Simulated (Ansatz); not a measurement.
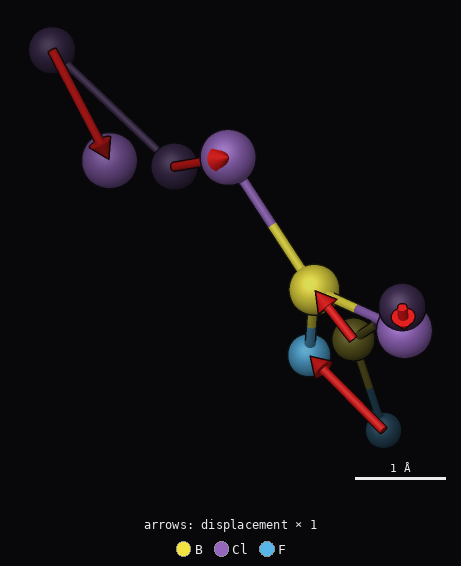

This is a relaxation of BCl3F (multiplicity 2). The starting structure is drawn faded, the final one solid; red arrows show the displacements, at their true length. The two geometries are superimposed by the best rigid fit.

A ball-and-stick model, seen from a free direction.

The run prepares an end point of a later path (reaction) calculation, from a guessed geometry.

All numbers below come from UKS PBE-D4/6-31G* (Ansatz). (collinear spin; force threshold 0.03 eV/Å; at most 50 steps)

### Describe the change and its energy.

After 16 accepted moves (17 points after the start) the energy has fallen by 2.682 eV. The largest force component goes from 1.3 to 0.011 eV/Å. The line search rejected the trial step at point 10 of the run. A Cl atom moves most after the best rigid fit: 1.46 Å. By element the largest moves are Cl 1.46 Å, F 1.26 Å, B 0.71 Å. Among the contacts that change: B–Cl 3.043 → 1.774 Å, Cl–Cl 4.115 → 3.042 Å, Cl–Cl 2.067 → 2.819 Å, B–Cl 1.730 → 1.747 Å. New bonds form, among them: B–Cl (3.04 → 1.77 Å). Bonds break, among them: Cl–Cl (2.07 → 2.82 Å). Bond angles that change, for instance: F–B–Cl 127.4° → 121.3°. The run took 25 s on 4 threads of Arm Neoverse V2 (shared host), peak memory 0.2 GiB.

Limits of the set-up: the start holds two separate molecules, 3.0 Å apart at their closest, whose relative position is a soft coordinate.
